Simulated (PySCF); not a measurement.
## Run report: C$_{4}$H$_{10}$O$_{2}$Si$_{2}$, NMR shielding calculation

The run: NMR shielding calculation of C$_{4}$H$_{10}$O$_{2}$Si$_{2}$. Method and program: GIAO PBE0/pcSseg-1 NMR shielding, non-relativistic, IEF-PCM water (PySCF 2.14.0).

The geometry comes from this level: GFN2-xTB. Figures and captions count atoms from 1; the log counts them from 0 in places.

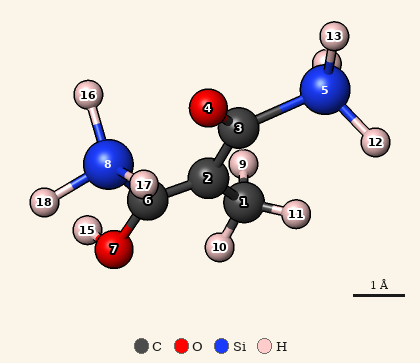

**Figure 1.** The input geometry (ball-and-stick view, seen at a tilt; atoms are numbered from 1 in the order of the input).

**Summary**

```tsv
quantity	value
outcome	converged
total energy	−887.179969 hartree
HOMO	−7.23 eV
LUMO	−2.20 eV
dipole moment	4.93 D
isotropic shielding, C	−52.5 to 173.8 ppm
isotropic shielding, O	−320.8 to 223.5 ppm
isotropic shielding, Si	427.3 to 438.9 ppm
isotropic shielding, H	27.1 to 29.7 ppm
hardware	1 CPU thread, shared host
wall time	31 s
peak memory	1.1 GiB
```

**Input file**
```
{"job": {"kind": "nmr", "xc": "PBE0", "basis": "pcSseg-1", "solvent": "water", "pop": false}, "charge": 0, "multiplicity": 1}
C     -0.922422    -1.420328    -0.950069
C     -0.022023    -0.437929    -0.266809
C     -0.548111     0.809069     0.239721
O      0.203075     1.603436     0.813693
Si    -2.384147     1.330790     0.066654
C      1.301539    -0.609026    -0.065551
O      1.954802    -1.724864    -0.538946
Si     2.324144     0.728064     0.822813
H     -1.575169    -1.911075    -0.227531
H     -0.324861    -2.177029    -1.454481
H     -1.548886    -0.919586    -1.685841
H     -2.671680     1.528584    -1.355622
H     -2.547078     2.563873     0.825493
H     -3.230765     0.257057     0.591981
H      1.904253    -2.433601     0.107241
H      1.961968     0.776308     2.238990
H      2.462351     1.947706     0.037597
H      3.663009     0.088550     0.800666
```

The first line tells a small driver script what to run in PySCF; the rest is the geometry in Å.

Command:
```bash
OMP_NUM_THREADS=1 python <driver script> task.json out
```

**What the program printed**
```
coarse grid: 15968 points
cycle   1  E = -886.9784445965  dE =  9.664e-01  |g| = 8.519e-01  |ddm| = 3.927e+00
cycle   2  E = -886.6529089521  dE =  3.255e-01  |g| = 1.551e+00  |ddm| = 2.059e+00
cycle   3  E = -887.1039101008  dE = -4.510e-01  |g| = 2.241e-01  |ddm| = 1.567e+00
cycle   4  E = -887.1131965009  dE = -9.286e-03  |g| = 7.383e-02  |ddm| = 2.435e-01
cycle   5  E = -887.1141077108  dE = -9.112e-04  |g| = 1.712e-02  |ddm| = 7.239e-02
cycle   6  E = -887.1141675464  dE = -5.984e-05  |g| = 5.739e-03  |ddm| = 2.282e-02
cycle   7  E = -887.1141746817  dE = -7.135e-06  |g| = 1.730e-03  |ddm| = 6.431e-03
final grid: 144824 points
cycle   8  E = -887.1799347664  dE = -1.208e-05  |g| = 1.319e-02  |ddm| = 2.983e-02
cycle   9  E = -887.1798507400  dE =  8.403e-05  |g| = 2.481e-02  |ddm| = 3.222e-02
cycle  10  E = -887.1799676239  dE = -1.169e-04  |g| = 2.160e-03  |ddm| = 2.130e-02
cycle  11  E = -887.1799685113  dE = -8.874e-07  |g| = 3.415e-04  |ddm| = 1.867e-03
cycle  12  E = -887.1799685280  dE = -1.666e-08  |g| = 1.552e-04  |ddm| = 4.015e-04
cycle  13  E = -887.1799685331  dE = -5.160e-09  |g| = 3.968e-05  |ddm| = 1.601e-04
cycle  14  E = -887.1799685335  dE = -3.354e-10  |g| = 1.479e-05  |ddm| = 4.507e-05
```

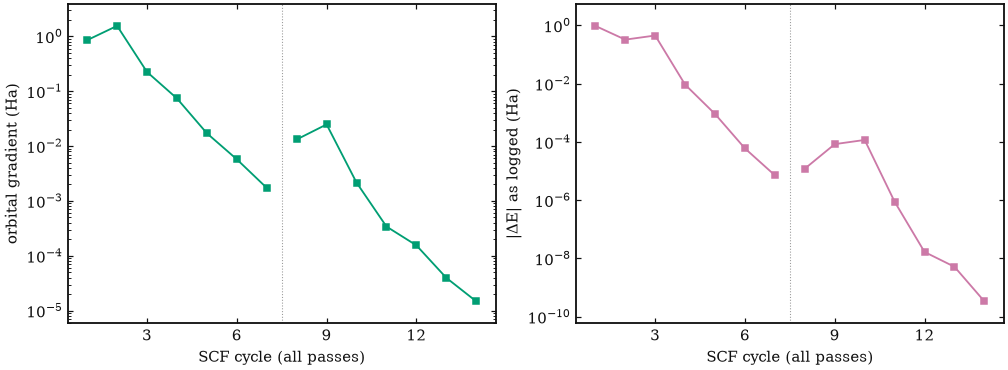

**Figure 2.** Convergence of the self-consistent field: orbital gradient and size of the energy change against the SCF cycle. The dotted line marks the change from a coarse to the final integration grid. The first 7 cycles use a coarse grid, the final grid takes over at cycle 8, and the field converges after 14 cycles in all.

```
converged SCF energy = -887.1799685335

GIAO shielding tensors (ppm)
atom      isotropic    diamagn.    paramagn.     s11        s22        s33       span
  0 C      173.797     247.407     -73.610    159.613    178.375    183.402     23.790
  1 C       39.066     267.124    -228.058    -82.502     56.946    142.755    225.257
  2 C      -52.463     252.626    -305.089   -167.873    -88.733     99.217    267.090
  3 O     -320.775     406.766    -727.542   -957.048   -335.161    329.883   1286.931
  4 Si     427.349     880.949    -453.600    381.714    440.182    460.151     78.438
  5 C      -12.078     253.247    -265.326   -131.037    -10.373    105.175    236.212
  6 O      223.481     391.350    -167.869    105.356    205.387    359.701    254.345
  7 Si     438.856     878.941    -440.085    410.569    412.609    493.391     82.822
  8 H       29.628      29.898      -0.270     25.987     26.998     35.900      9.913
  9 H       28.712      30.098      -1.386     23.801     29.203     33.131      9.330
 10 H       29.670      30.245      -0.575     25.283     28.215     35.511     10.227
 11 H       27.144      29.149      -2.005     23.973     26.473     30.988      7.015
 12 H       27.788      29.032      -1.244     24.187     26.616     32.562      8.375
 13 H       27.135      29.257      -2.122     23.628     27.024     30.754      7.126
 14 H       28.610      31.880      -3.270     21.714     23.611     40.505     18.791
 15 H       27.375      29.846      -2.471     23.999     26.578     31.547      7.548
 16 H       27.324      29.566      -2.241     23.878     26.598     31.497      7.619
 17 H       27.831      29.098      -1.266     24.151     26.892     32.451      8.300
```

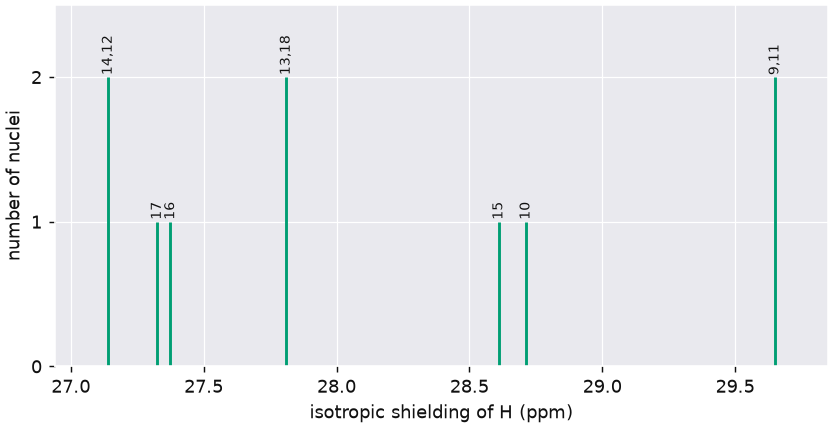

**Figure 3.** Isotropic shieldings of the hydrogen nuclei in this fixed geometry, labelled by atom number; shielding grows to the right, so chemical shift grows to the left. The least shielded is H14 (27.1 ppm), the most shielded H11 (29.7 ppm).
